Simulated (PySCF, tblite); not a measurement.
# C7H8OSi: excited states, first hyperpolarisability

Wanted: excited states, first hyperpolarisability for C7H8OSi (`O=c1cccc([SiH3])cc1`).

Programs: tblite 0.8.0 and PySCF 2.14.0, with routines of our own; each step states its level. All values are computed. Atoms count from 0.

## (1) The system as given

17 atoms, charge 0, multiplicity 1; geometry from: force field or distance geometry start.

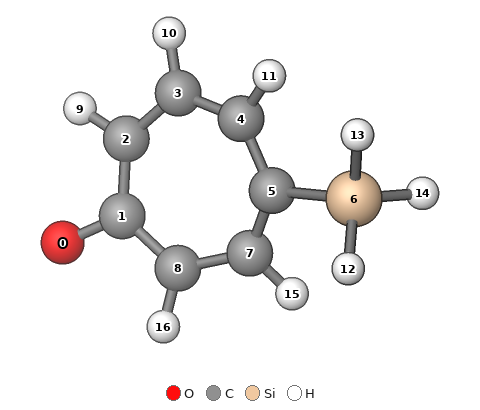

The starting geometry (oxygen red, carbon grey, silicon light orange, hydrogen white).

## (2) Optimising the geometry with GFN2-xTB

The job: settings as JSON, then the geometry in Å.

```
{"job": {"kind": "relax", "xc": "GFN2-xTB", "basis": "xTB"}, "charge": 0, "multiplicity": 1}
O     -3.204000    -1.447600     0.033300
C     -2.125400    -0.818700    -0.066400
C     -2.169200     0.547400     0.118500
C     -1.167600     1.491400     0.250800
C      0.203800     1.210300     0.259100
C      0.853100     0.030000    -0.088900
Si     2.687400     0.107700     0.130200
C      0.316900    -1.133700    -0.543500
C     -0.975300    -1.589400    -0.318000
H     -3.195900     0.955300     0.144100
H     -1.454900     2.517300     0.388800
H      0.827900     2.041200     0.553800
H      3.167600    -1.133200     0.770100
H      3.077300     1.241100     0.990900
H      3.297400     0.381500    -1.165500
H      0.962500    -1.732900    -1.120500
H     -1.108700    -2.655500    -0.346600
```

On the command line:

```
OMP_NUM_THREADS=1 python excited_run.py task.json out
```

This one command runs all jobs of the session in turn.

What it wrote:

```text
step      E/eV     max force
  0    -673.77917    4.069
  1    -674.08395    2.349
  2    -674.19686    0.868
  3    -674.24296    0.535
  4    -674.28713    0.501
  5    -674.30795    0.462
  6    -674.33287    0.404
  7    -674.35812    0.607
  8    -674.38371    0.489
  9    -674.40530    0.430
 10    -674.42212    0.391
 11    -674.43554    0.307
 12    -674.44576    0.237
 13    -674.45331    0.193
 14    -674.45931    0.207
 15    -674.46448    0.206
 16    -674.46850    0.150
 17    -674.47131    0.142
 18    -674.47334    0.154
 19    -674.47525    0.154
 20    -674.47719    0.132
 21    -674.47867    0.104
 22    -674.47970    0.073
 23    -674.48061    0.074
 24    -674.48145    0.085
 25    -674.48211    0.058
 26    -674.48255    0.050
 27    -674.48295    0.042
 28    -674.48343    0.069
 29    -674.48391    0.064
 30    -674.48419    0.029
 31    -674.48429    0.021
 32    -674.48436    0.021
 33    -674.48443    0.023
 34    -674.48451    0.019
 35    -674.48457    0.016
 36    -674.48461    0.015
 37    -674.48466    0.015
 38    -674.48470    0.018
 39    -674.48474    0.018
 40    -674.48479    0.016
 41    -674.48484    0.017
 42    -674.48489    0.020
 43    -674.48494    0.015
 44    -674.48497    0.013
 45    -674.48500    0.015
 46    -674.48503    0.018
 47    -674.48508    0.018
 48    -674.48515    0.023
 49    -674.48523    0.025
 50    -674.48533    0.023
 51    -674.48544    0.025
 52    -674.48555    0.024
 53    -674.48567    0.031
 54    -674.48580    0.040
 55    -674.48596    0.041
 56    -674.48613    0.032
 57    -674.48626    0.023
 58    -674.48636    0.023
 59    -674.48646    0.022
 60    -674.48656    0.024
 61    -674.48665    0.021
 62    -674.48671    0.020
 63    -674.48676    0.021
 64    -674.48683    0.024
 65    -674.48692    0.024
 66    -674.48701    0.015
 67    -674.48706    0.016
 68    -674.48711    0.019
 69    -674.48718    0.022
 70    -674.48727    0.023
 71    -674.48735    0.017
 72    -674.48741    0.017
 73    -674.48749    0.027
 74    -674.48762    0.040
 75    -674.48784    0.052
 76    -674.48818    0.050
 77    -674.48832    0.082
 78    -674.48889    0.058
 79    -674.48920    0.043
 80    -674.48955    0.041
 81    -674.48968    0.031
 82    -674.48984    0.028
 83    -674.49001    0.033
 84    -674.49025    0.039
 85    -674.49050    0.035
 86    -674.49066    0.039
 87    -674.49072    0.026
 88    -674.49079    0.021
 89    -674.49087    0.035
 90    -674.49098    0.031
 91    -674.49108    0.022
 92    -674.49113    0.012
 93    -674.49115    0.011
 94    -674.49117    0.012
 95    -674.49119    0.012
 96    -674.49122    0.015
 97    -674.49125    0.017
 98    -674.49128    0.014
 99    -674.49131    0.010
```

Run time: 0.75 s. Hardware: 1 thread of Arm Neoverse V1, shared host.

Step by step: (not every step is listed)

```csv
step,energy from step 0 (eV),largest force (eV/Å)
0,0.0000,4.0688
1,-0.3048,2.3487
2,-0.4177,0.8683
3,-0.4638,0.5351
4,-0.5080,0.5014
5,-0.5288,0.4621
6,-0.5537,0.4043
7,-0.5789,0.6070
8,-0.6045,0.4890
16,-0.6893,0.1505
24,-0.7023,0.0851
32,-0.7052,0.0212
40,-0.7056,0.0158
48,-0.7060,0.0229
56,-0.7070,0.0320
64,-0.7077,0.0237
72,-0.7082,0.0170
80,-0.7104,0.0413
88,-0.7116,0.0206
94,-0.7120,0.0117
95,-0.7120,0.0124
96,-0.7120,0.0154
97,-0.7121,0.0174
98,-0.7121,0.0136
99,-0.7121,0.0096
```

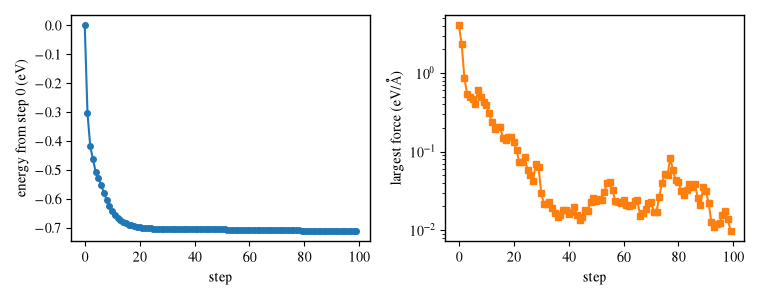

Energy and force, step by step.

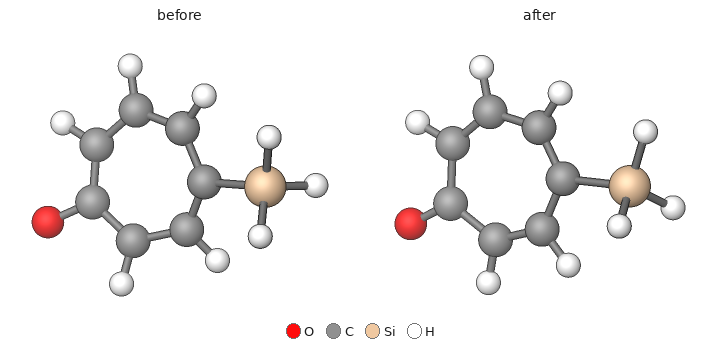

The geometry before (left) and after (right).

Close pairs (by a distance rule), those that changed most:

```csv
bond,before (Å),after (Å),change (Å)
C1–C2,1.379,1.459,+0.079
C5–C7,1.360,1.428,+0.068
C1–C8,1.407,1.460,+0.053
C5–Si6,1.849,1.900,+0.051
C7–C8,1.389,1.350,-0.039
C7–H15,1.053,1.086,+0.033
C2–C3,1.383,1.351,-0.032
C4–C5,1.391,1.362,-0.029
```

The next job starts from the end point, and lists it.

## (3) Vibrational analysis with GFN2-xTB

The job: settings as JSON, then the geometry in Å.

```
{"job": {"kind": "ir", "xc": "GFN2-xTB", "basis": "xTB"}, "charge": 0, "multiplicity": 1}
O     -3.278865    -1.448717    -0.284855
C     -2.219051    -0.839327    -0.190249
C     -2.230672     0.576023     0.162024
C     -1.214814     1.437880     0.387570
C      0.189296     1.226329     0.350256
C      0.893893     0.107715     0.021258
Si     2.792841     0.146668     0.054996
C      0.321599    -1.140805    -0.368911
C     -0.965239    -1.538685    -0.454614
H     -3.241324     0.956629     0.258949
H     -1.499548     2.451919     0.648201
H      0.772533     2.099640     0.618472
H      3.247180    -0.894549     0.978604
H      3.237886     1.467187     0.496515
H      3.274115    -0.139595    -1.297574
H      1.060531    -1.894201    -0.625519
H     -1.147360    -2.562080    -0.765033
```

What it wrote:

```text
mode    cm-1     km/mol
  1      13.0      6.52
  2      70.6      0.14
  3     131.9      1.41
  4     196.5      0.66
  5     236.4      1.42
  6     297.7      4.92
  7     305.5      3.71
  8     377.3      3.91
  9     466.0      9.76
 10     509.1     38.95
 11     544.1     48.31
 12     550.4     19.73
 13     578.2     10.23
 14     624.9     31.47
 15     732.9     19.28
 16     768.9    160.49
 17     778.1    165.72
 18     784.8    496.06
 19     805.0     18.63
 20     825.6      5.77
 21     831.4      8.30
 22     888.1     41.29
 23     899.8      9.56
 24     949.6      0.03
 25     967.5      0.02
 26    1039.8     11.76
 27    1103.1     22.30
 28    1232.7     16.03
 29    1257.3      6.83
 30    1295.6      4.43
 31    1358.5      1.36
 32    1389.5      7.05
 33    1419.6      8.90
 34    1522.2     88.25
 35    1613.9      3.71
 36    1621.1      8.68
 37    1644.3    510.87
 38    2261.3    375.01
 39    2264.7    169.19
 40    2280.1    289.41
 41    3010.1     27.64
 42    3026.7     13.89
 43    3041.9     35.31
 44    3047.6     20.68
 45    3055.7     19.33
```

Wall time 0.68 s (1 thread of Arm Neoverse V1, shared host).

The strongest bands and the atoms that carry them (share of the mass-weighted mode):

```csv
cm⁻¹,km/mol,atoms
769,160.5,"H13 58 %, H12 19 %, H14 19 %"
778,165.7,"H14 47 %, H12 46 %"
785,496.1,"H13 33 %, H12 27 %, H14 26 %"
1522,88.2,"C4 36 %, C5 29 %, C3 10 %"
1644,510.9,"C1 55 %, O0 29 %"
2261,375.0,"H12 72 %, H14 24 %"
2265,169.2,"H14 73 %, H12 25 %"
2280,289.4,H13 96 %
```

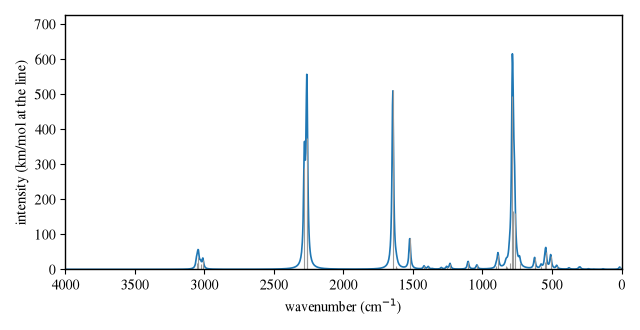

The infrared spectrum from these modes, unscaled. Lines are broadened to a width of 14 cm⁻¹ (Lorentzian).

## (4) Excited states: TDA CAM-B3LYP/def2-SVPD

Settings changed since step 3:

```diff
@@ -1,2 +1,2 @@
-{"job": {"kind": "ir", "xc": "GFN2-xTB", "basis": "xTB"}, "charge": 0, "multiplicity": 1}
+{"job": {"kind": "states", "xc": "CAM-B3LYP", "basis": "def2-SVPD", "tda": true, "soc": true, "nstates": 8, "ntriplets": 6, "nquad": 4}, "charge": 0, "multiplicity": 1}
 O     -3.278865    -1.448717    -0.284855
```

With the program's defaults for keys left out, this is: TDA CAM-B3LYP/def2-SVPD excited states, vertical, gas phase, spin-orbit mean-field couplings.

What it wrote:

```text
coarse grid: 15272 points
cycle   1  E = -635.4457394784  dE =  1.647e+00  |g| = 8.325e-01  |ddm| = 1.172e+01
cycle   2  E = -635.0852712894  dE =  3.605e-01  |g| = 1.592e+00  |ddm| = 4.721e+00
cycle   3  E = -635.6031907499  dE = -5.179e-01  |g| = 9.638e-02  |ddm| = 3.408e+00
cycle   4  E = -635.6051071438  dE = -1.916e-03  |g| = 6.832e-02  |ddm| = 5.300e-01
cycle   5  E = -635.6063437129  dE = -1.237e-03  |g| = 1.753e-02  |ddm| = 2.755e-01
cycle   6  E = -635.6064345108  dE = -9.080e-05  |g| = 8.139e-03  |ddm| = 7.624e-02
cycle   7  E = -635.6064642934  dE = -2.978e-05  |g| = 2.386e-03  |ddm| = 3.699e-02
cycle   8  E = -635.6064687432  dE = -4.450e-06  |g| = 7.510e-04  |ddm| = 1.816e-02
final grid: 144568 points
cycle   9  E = -635.7186841039  dE = -3.326e-05  |g| = 3.205e-03  |ddm| = 1.731e-01
cycle  10  E = -635.7186829888  dE =  1.115e-06  |g| = 4.202e-03  |ddm| = 2.658e-02
cycle  11  E = -635.7186868273  dE = -3.838e-06  |g| = 8.260e-04  |ddm| = 1.182e-02
cycle  12  E = -635.7186869620  dE = -1.347e-07  |g| = 1.579e-04  |ddm| = 1.815e-03
cycle  13  E = -635.7186869702  dE = -8.233e-09  |g| = 5.245e-05  |ddm| = 8.938e-04
cycle  14  E = -635.7186869712  dE = -9.720e-10  |g| = 2.547e-05  |ddm| = 2.247e-04
converged SCF energy = -635.7186869712

Singlet excitations
state   eV       nm        f     d(h-e)  d(exc)  Lambda  PR(NTO)  |dmu|/D   mu/D   main configurations
  1   3.9533   313.6   0.00000   1.509   2.864   0.427   1.006    3.504    1.095   H-1->L+1 0.87, H-1->L 0.08
  2   4.1566   298.3   0.00060   2.301   3.419   0.294   1.010    4.335    0.496   H-1->L 0.89
  3   4.1910   295.8   0.12926   0.772   3.134   0.767   1.088    1.687    2.894   H->L 0.94
  4   4.8966   253.2   0.14237   0.230   3.092   0.749   1.731    0.598    5.177   H->L+1 0.69, H-2->L 0.27
  5   5.6400   219.8   0.00667   0.992   3.075   0.543   1.029                     H-3->L 0.96
  6   6.4199   193.1   0.00751   1.782   4.237   0.292   1.045                     H->L+2 0.87
  7   6.5519   189.2   0.29844   0.527   3.216   0.666   1.610                     H-2->L+1 0.43, H-2->L 0.21, H-4->L 0.17
  8   6.6702   185.9   0.06383   1.166   3.318   0.427   1.258                     H-3->L+1 0.81

Triplet excitations (Tamm-Dancoff)
state   eV     d(h-e)  d(exc)  Lambda  PR(NTO)   main configurations
  1   2.4222   0.378   2.860   0.769   1.093   H->L 0.94
  2   3.2175   0.113   2.876   0.739   1.223   H->L+1 0.86
  3   3.4781   1.422   2.772   0.434   1.007   H-1->L+1 0.91
  4   3.9810   2.267   3.396   0.284   1.008   H-1->L 0.94
  5   4.3525   0.059   2.734   0.777   1.312   H-2->L 0.84, H->L+1 0.08
  6   4.9963   0.343   2.558   0.643   2.006   H-2->L+1 0.62, H-4->L 0.18
S1 - T1 = 1.5311 eV

Spin-orbit couplings |<S|Hso|T>| (cm-1)
             T1       T2       T3       T4       T5       T6
S0        0.243    0.420   47.026    6.498    0.163    0.469
S1        5.533   27.367    0.250    1.337   10.809    1.737
S2       18.725    6.913    1.753    1.711    2.039    4.018
S3        1.127    0.718    3.134   25.904    0.110    0.394
S4        0.034    0.086   18.897    2.600    0.095    0.102
S5        4.337    0.448    0.924    2.807    2.228    3.034
S6        1.455    2.618    1.044    0.763    1.195    0.348
S7        0.392    1.693    5.233   12.660    1.314    0.891
S8        1.941    5.316    4.047    5.204    2.139    2.102
T1 sublevels (cm-1): 0.000 0.000 0.001   radiative rates (1/s): 0.0157 0.000624 0.0492
```

Run time: 92 s. Hardware: 1 thread of Arm Neoverse V1, shared host; peak memory 1.1 GiB.

Key values:

```csv
quantity,value
S1 less T1,1.53 eV
```

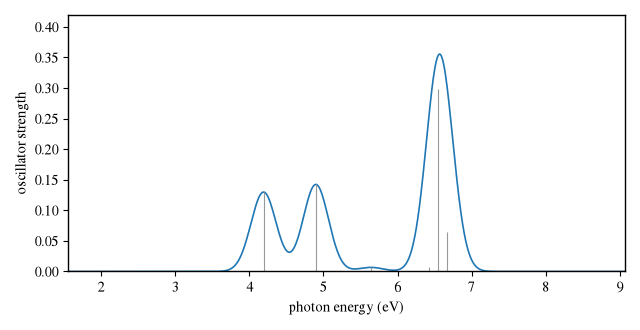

Absorption lines of the singlets. Lines are broadened to a width of 0.40 eV (Gaussian).

Orbitals, density, ELF and potential are computed afterwards from the orbital file.

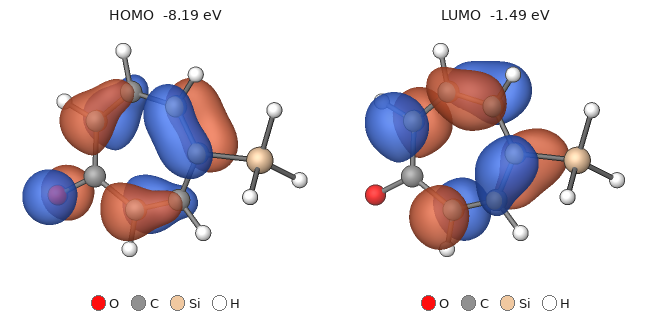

CAM-B3LYP/def2-SVPD orbitals near the gap, drawn at the value that encloses 70 % of each; the two colours are the two signs.

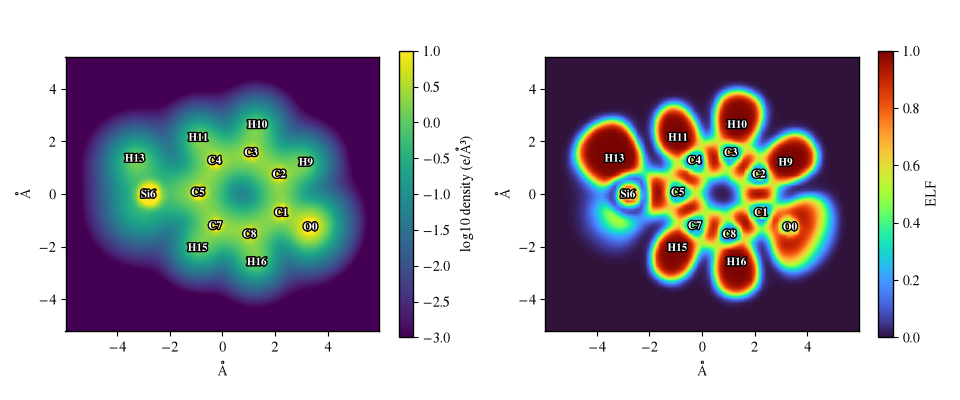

Density (left) and ELF (right) in a plane through or near 15 of the atoms.

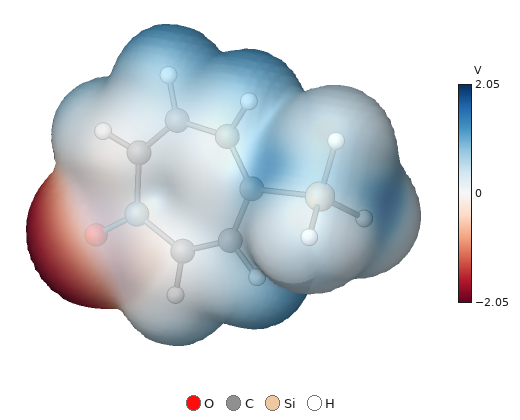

Electrostatic potential on the surface of density 0.002 e/bohr³; red is low, blue high. It runs from -2.05 V near O0 to 1.30 V near H15.

## (5) Excited states: TDDFT CAM-B3LYP/def2-SVPD

Settings changed since step 4:

```diff
@@ -1,2 +1,2 @@
-{"job": {"kind": "states", "xc": "CAM-B3LYP", "basis": "def2-SVPD", "tda": true, "soc": true, "nstates": 8, "ntriplets": 6, "nquad": 4}, "charge": 0, "multiplicity": 1}
+{"job": {"kind": "states", "xc": "CAM-B3LYP", "basis": "def2-SVPD", "tpa": true, "nstates": 6, "nquad": 5, "ntriplets": 0}, "charge": 0, "multiplicity": 1}
 O     -3.278865    -1.448717    -0.284855
```

Level: TDDFT CAM-B3LYP/def2-SVPD excited states, vertical, gas phase, two-photon moments by quadratic response.

What it wrote:

```text
coarse grid: 15272 points
cycle   1  E = -635.4457394784  dE =  1.647e+00  |g| = 8.325e-01  |ddm| = 1.172e+01
cycle   2  E = -635.0852712894  dE =  3.605e-01  |g| = 1.592e+00  |ddm| = 4.721e+00
cycle   3  E = -635.6031907499  dE = -5.179e-01  |g| = 9.638e-02  |ddm| = 3.408e+00
cycle   4  E = -635.6051071438  dE = -1.916e-03  |g| = 6.832e-02  |ddm| = 5.300e-01
cycle   5  E = -635.6063437129  dE = -1.237e-03  |g| = 1.753e-02  |ddm| = 2.755e-01
cycle   6  E = -635.6064345108  dE = -9.080e-05  |g| = 8.139e-03  |ddm| = 7.624e-02
cycle   7  E = -635.6064642934  dE = -2.978e-05  |g| = 2.386e-03  |ddm| = 3.699e-02
cycle   8  E = -635.6064687432  dE = -4.450e-06  |g| = 7.510e-04  |ddm| = 1.816e-02
final grid: 144568 points
cycle   9  E = -635.7186841039  dE = -3.326e-05  |g| = 3.205e-03  |ddm| = 1.731e-01
cycle  10  E = -635.7186829888  dE =  1.115e-06  |g| = 4.202e-03  |ddm| = 2.658e-02
cycle  11  E = -635.7186868273  dE = -3.838e-06  |g| = 8.260e-04  |ddm| = 1.182e-02
cycle  12  E = -635.7186869620  dE = -1.347e-07  |g| = 1.579e-04  |ddm| = 1.815e-03
cycle  13  E = -635.7186869702  dE = -8.233e-09  |g| = 5.245e-05  |ddm| = 8.938e-04
cycle  14  E = -635.7186869712  dE = -9.720e-10  |g| = 2.547e-05  |ddm| = 2.247e-04
converged SCF energy = -635.7186869712

Singlet excitations
state   eV       nm        f     d(h-e)  d(exc)  Lambda  PR(NTO)  |dmu|/D   mu/D   delta(TPA)   sigma/GM   main configurations
  1   3.9275   315.7   0.01528   1.367   2.909   0.486   1.376    3.157    1.435        1.49      0.008   H-1->L+1 0.72, H->L 0.18
  2   3.9322   315.3   0.07390   0.871   3.065   0.699   1.553    1.935    2.645        7.30      0.041   H->L 0.80, H-1->L+1 0.16
  3   4.1423   299.3   0.00005   2.315   3.426   0.291   1.009    4.352    0.486        0.35      0.002   H-1->L 0.90
  4   4.7481   261.1   0.14970   0.239   3.075   0.743   1.683    0.683    5.262       96.81      0.800   H->L+1 0.79, H-2->L 0.19
  5   5.6149   220.8   0.00677   0.995   3.076   0.544   1.032    3.081    7.438        2.06      0.024   H-3->L 0.96
  6   6.2155   199.5   0.76607   0.363   3.006   0.744   1.558                                            H-2->L 0.74, H->L+1 0.17
```

Wall time 94 s (1 thread of Arm Neoverse V1, shared host); peak memory 1.1 GiB.

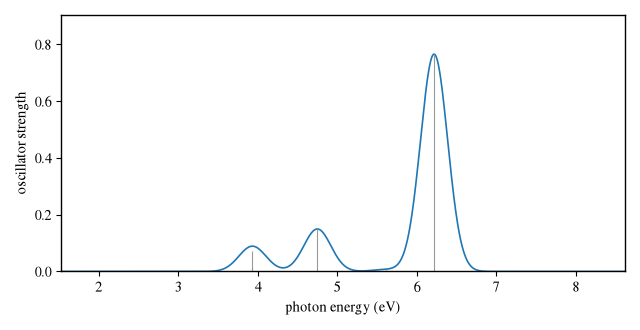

Absorption lines of the singlets. Lines are broadened to a width of 0.40 eV (Gaussian).

## (6) First hyperpolarisability: quadratic response B3LYP/def2-SVPD

Settings changed since step 5:

```diff
@@ -1,2 +1,2 @@
-{"job": {"kind": "states", "xc": "CAM-B3LYP", "basis": "def2-SVPD", "tpa": true, "nstates": 6, "nquad": 5, "ntriplets": 0}, "charge": 0, "multiplicity": 1}
+{"job": {"kind": "beta", "xc": "B3LYP", "basis": "def2-SVPD", "wavelengths": [1907, 1064]}, "charge": 0, "multiplicity": 1}
 O     -3.278865    -1.448717    -0.284855
```

Method: quadratic response B3LYP/def2-SVPD first hyperpolarisability, Taylor convention, gas phase.

What it wrote:

```text
coarse grid: 15272 points
cycle   1  E = -635.6612670254  dE =  1.339e+00  |g| = 8.325e-01  |ddm| = 1.230e+01
cycle   2  E = -632.8453993693  dE =  2.816e+00  |g| = 2.782e+00  |ddm| = 4.330e+00
cycle   3  E = -635.6844567916  dE = -2.839e+00  |g| = 6.420e-01  |ddm| = 3.839e+00
cycle   4  E = -635.8018659551  dE = -1.174e-01  |g| = 2.363e-01  |ddm| = 1.966e+00
cycle   5  E = -635.8044912260  dE = -2.625e-03  |g| = 1.931e-01  |ddm| = 9.939e-01
cycle   6  E = -635.8155929774  dE = -1.110e-02  |g| = 2.470e-02  |ddm| = 5.510e-01
cycle   7  E = -635.8157351664  dE = -1.422e-04  |g| = 8.164e-03  |ddm| = 1.076e-01
cycle   8  E = -635.8157489335  dE = -1.377e-05  |g| = 4.537e-03  |ddm| = 3.804e-02
cycle   9  E = -635.8157549714  dE = -6.038e-06  |g| = 1.162e-03  |ddm| = 1.579e-02
final grid: 144568 points
cycle  10  E = -635.9250539289  dE = -4.054e-05  |g| = 5.391e-03  |ddm| = 2.778e-01
cycle  11  E = -635.9250403153  dE =  1.361e-05  |g| = 9.225e-03  |ddm| = 4.816e-02
cycle  12  E = -635.9250605029  dE = -2.019e-05  |g| = 2.513e-03  |ddm| = 2.749e-02
cycle  13  E = -635.9250619300  dE = -1.427e-06  |g| = 2.539e-04  |ddm| = 4.930e-03
cycle  14  E = -635.9250619386  dE = -8.527e-09  |g| = 1.884e-04  |ddm| = 1.757e-03
cycle  15  E = -635.9250619487  dE = -1.018e-08  |g| = 4.451e-05  |ddm| = 6.660e-04
cycle  16  E = -635.9250619493  dE = -5.280e-10  |g| = 1.015e-05  |ddm| = 1.695e-04
converged SCF energy = -635.9250619493

Lowest singlets (eV, f): 3.2804 0.0000  3.6321 0.0000  3.7119 0.0754

First hyperpolarisability (au)
process     nm      |vector|   parallel      HRS      DR
static         -      256.01    -145.54     102.18   5.715
shg       1907.0      259.53    -147.63     103.65   5.948
eope      1907.0      257.18    -146.23          -       -
shg       1064.0      269.05    -153.49     107.79   6.645
eope      1064.0      259.78    -147.78          -       -
```

It took 68 s on 1 thread of Arm Neoverse V1, shared host; peak memory 0.95 GiB.

## (7) Results

```
                                                                  quantity                                                value
                                 strongest single infrared mode (GFN2-xTB)                                1644 cm⁻¹, 511 km/mol
                                              zero-point energy (GFN2-xTB)                                        75.2 kcal/mol
                              S1 less T1 (step 4, TDA CAM-B3LYP/def2-SVPD)                                              1.53 eV
potential on the surface of density 0.002 e/bohr³, 1st and 99th percentile                                   -2.05 V and 1.30 V
                     β vector (step 6, quadratic response B3LYP/def2-SVPD)  static 256, SHG 1907.0 nm 260, SHG 1064.0 nm 269 au
```

In words: All 45 modes are real, so the xTB geometry is a minimum. The strongest single mode, at 1644 cm⁻¹, moves mainly C1 and O0. Unscaled tight-binding wavenumbers are off by several per cent, some by more. Its intensities can rank the bands wrongly. In step 4, the number of triplets below S1 is 3, and the largest singlet-triplet spin-orbit coupling is S0–T3, 47.03 cm⁻¹. At CAM-B3LYP/def2-SVPD, counted by nearest atom on the grid, the HOMO lies on O0 22 %; 4 C atoms about 14 % each, the LUMO on 4 C atoms about 17 % each; C3 7 %. In step 5 some excited states are degenerate or nearly so. β grows from 256 au (static) to 269 au for doubling at 1064.0 nm: normal dispersion, which grows as twice the photon energy moves toward the bright states.
